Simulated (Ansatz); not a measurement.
Reaction (SMILES): P (PH3) → 3 H atom + P atom
B3LYP-D3(BJ)/def2-TZVP geometries, fixed; electronic energies without zero-point terms.
Largest species:
```
P
H 1 1.4188
H 1 1.4188 2 93.38
H 1 1.4188 2 93.38 3 93.59
```
Charge 0, spin multiplicity 1.

Basis-set convergence of the atomisation energy at wB97M-V with Ansatz (a first-principles code). Cartesian d functions, on some or all atoms, in 6-311G**; all else is spherical. The program fits the integrals of some runs and decomposes those of others, by size. Open shells are unrestricted. The functional holds VV10 correlation; no added dispersion term, no relativity. Functions are those of the species that has most. Reference: the value in pcseg-4, 245.53 kcal/mol, itself unsure by roughly 0.05 kcal/mol (its mean distance from aug-pcseg-3, aug-cc-pV(Q+d)Z, cc-pV(5+d)Z). Deviations are taken from unrounded values.

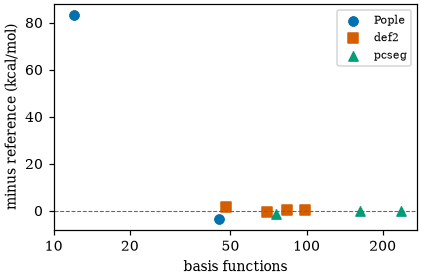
Fig. 1. Deviation from the reference against the number of basis functions, by family of sets.

| basis | functions | atomisation energy (kcal/mol) | minus reference (kcal/mol) |
|---|---|---|---|
| STO-3G | 12 | 328.95 | 83.42 |
| 6-311G** | 45 | 241.89 | -3.65 |
| def2-SVPD | 48 | 247.07 | 1.53 |
| def2-TZVPD | 70 | 245.21 | -0.32 |
| pcseg-2 | 76 | 244.30 | -1.23 |
| def2-TZVPP | 84 | 245.98 | 0.44 |
| def2-TZVPPD | 99 | 245.95 | 0.41 |
| pcseg-3 | 163 | 245.42 | -0.11 |
| aug-pcseg-3 | 236 | 245.45 | -0.08 |
